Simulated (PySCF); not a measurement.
## A study: C$_{2}$HCl$_{3}$, SMILES `ClC(Cl)=CCl`

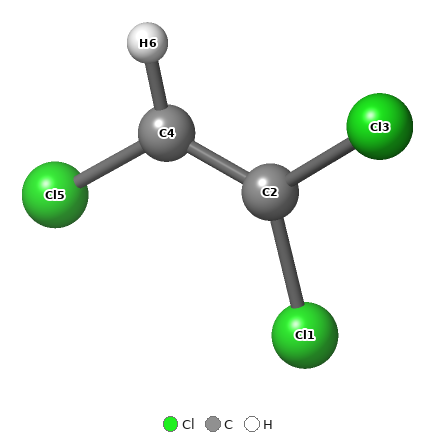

The molecule, with its atoms numbered as below. No frequency check shows the geometry to be a minimum.

Coordinates in Å:

```
Cl1     -0.3135    1.5883    0.0000
C2      -0.4260   -0.1206    0.0000
Cl3     -2.0224   -0.7527    0.0000
C4       0.6289   -0.9315    0.0000
Cl5      2.2334   -0.3464    0.0000
H6       0.5243   -2.0043    0.0000
```

Part 1: Bonding charge

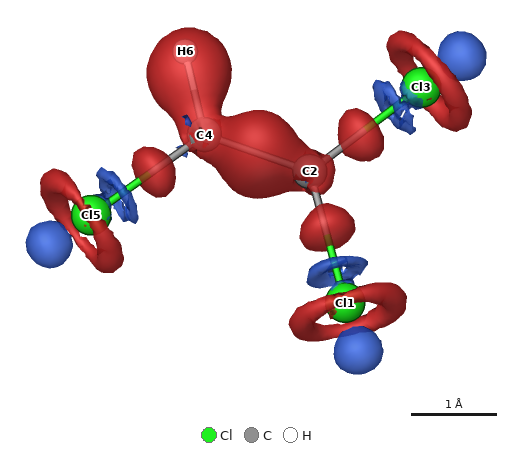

Deformation density (molecule less spherical, spin-averaged free atoms at the same positions), surfaces at ±0.13 e/Å³; red: gain, blue: loss.

Computed with PySCF, ωB97X/def2-TZVP, geometry: GFN2-xTB.

Question: How much density has each bond gained at its critical point, relative to the free atoms?

Answer: C4–H6: +0.82 e/Å³ at the bond critical point (bond length 1.08 Å, Mayer order 0.9). C2–C4: +0.80 e/Å³ at the bond critical point (bond length 1.33 Å, Mayer order 1.8). Cl1–C2: +0.29 e/Å³ at the bond critical point (bond length 1.71 Å, Mayer order 1.2). C2–Cl3: +0.28 e/Å³ at the bond critical point (bond length 1.72 Å, Mayer order 1.2). C4–Cl5: +0.27 e/Å³ at the bond critical point (bond length 1.71 Å, Mayer order 1.2). In all, 1.5 electrons gather in the regions of gain relative to the promolecule.

Question: Where do the Hirshfeld charges lie?

Answer: The highest Hirshfeld charge is on H6 (+0.07 e), the lowest on C4 (−0.07 e).

```tsv
atom	charge (e)
Cl1	0.00
C2	0.00
Cl3	0.00
C4	−0.07
Cl5	0.00
H6	+0.07
```

Part 2: Local ionisation energy

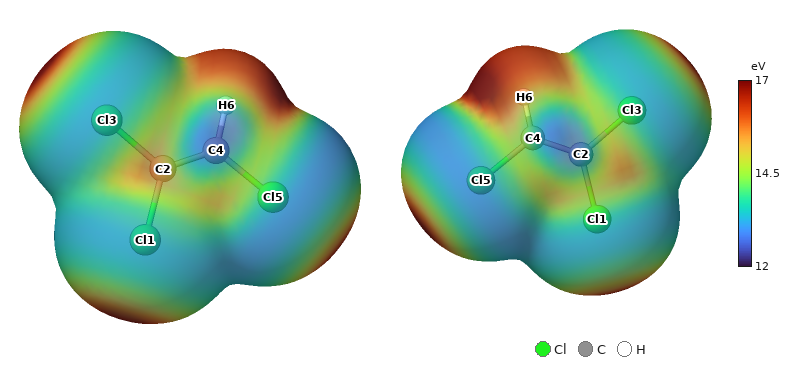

Average local ionisation energy on the surface of electron density 0.001 a.u. (back view left, front view right).

Question: Locate the minima of the map.

Answer: The lowest value is 12.7 eV, off the C2–C4 bond (2.1 to 2.2 Å from its atoms), and at like points elsewhere. Further minima include 13.0 eV, off the molecular plane, over Cl5 (2.1 Å), and at like points elsewhere; 13.1 eV, 2.1 Å from Cl5. For comparison, the highest occupied orbital lies at −9.6 eV.

Question: What volume does the surface enclose, and what is the dipole moment?

Answer: About 119 Å³; the dipole moment is 0.9 D.

Part 3: In an electric field

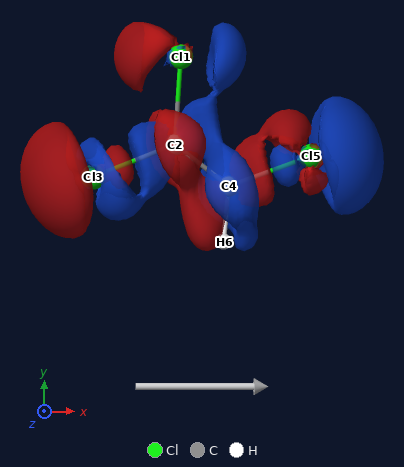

Change of the electron density in a uniform field of 0.21 V/Å along +x (arrow), surfaces at ±0.002 e/Å³ (red: gain, blue: loss).

Method: ωB97X/def2-TZVP; geometry: GFN2-xTB; program: PySCF. A basis without diffuse functions makes polarisabilities too small.

Question: How large is the response?

Answer: The induced dipole is 0.82 D (along the field); α along this axis, from the fields in both directions, is 81 bohr³ (12.0 Å³).

Question: Which atoms gain and lose the most charge?

Answer: Electrons gather most on Cl3 (Hirshfeld charge changes by −0.024 e) and leave Cl5 most (+0.025 e); 0.065 electrons are displaced in all.

Part 4: Removing or adding an electron

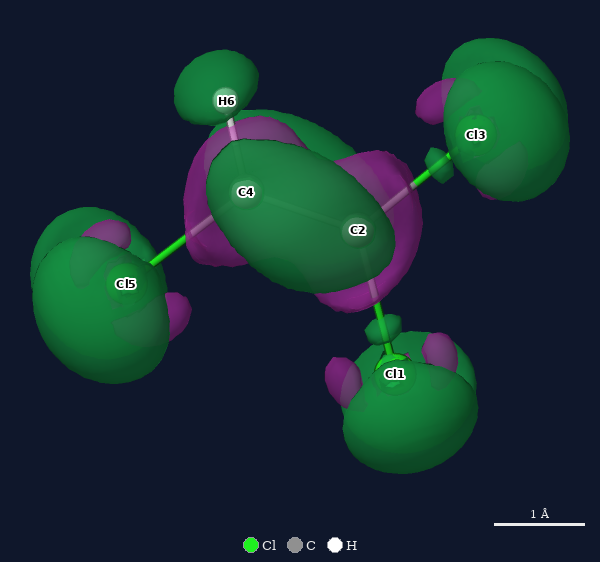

Fukui function f⁻ = ρ(N) − ρ(N−1) at fixed geometry, surfaces at ±0.02 e/Å³ (green positive, purple negative).

PySCF calculation, ωB97X/def2-TZVP, gas phase; geometry: GFN2-xTB.

Question: On which atoms does the density change most on removal of an electron?

Answer: f⁻ (Hirshfeld-condensed) is largest on Cl5 (0.26), Cl3 (0.22) and Cl1 (0.20); the vertical ionisation energy is 9.55 eV (the stability of the cation's solution wasn't checked). Condensed values hint at sites of electrophilic attack but needn't mark the atom that reacts. Shares this close don't rank the sites. Orbital relaxation makes it negative in places (0.17 e in all).
